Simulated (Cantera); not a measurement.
A closed system holds: 1 mol TiO₂, 62 mol H₂, 0.55 mol H₂O, equilibrated at 1330 Pa.

Method: chemical equilibrium by Gibbs-energy minimisation in Cantera with the NASA 1993 tables (ideal gas, pure condensed phases). Candidate condensed phases: H₂O, Ti, TiO, TiO₂, Ti₂O₃, Ti₃O₅, Ti₄O₇; 12 gas species. Condensed phases not in the tables: Magnéli phases beyond Ti₄O₇. Rates play no part.

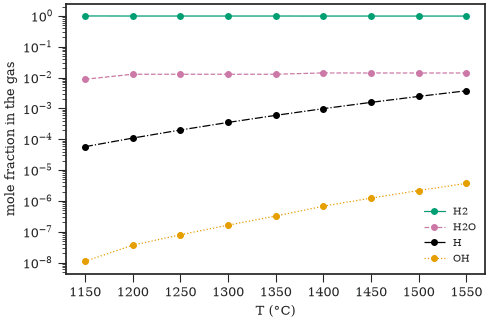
Figure: Equilibrium gas composition (values under 1e-9 drawn at 1e-9)

Question: Read off the mole fractions at 1450 °C.

Answer: H₂ about 0.98, H₂O about 0.014, H about 0.0016, OH about 1.2e-6.
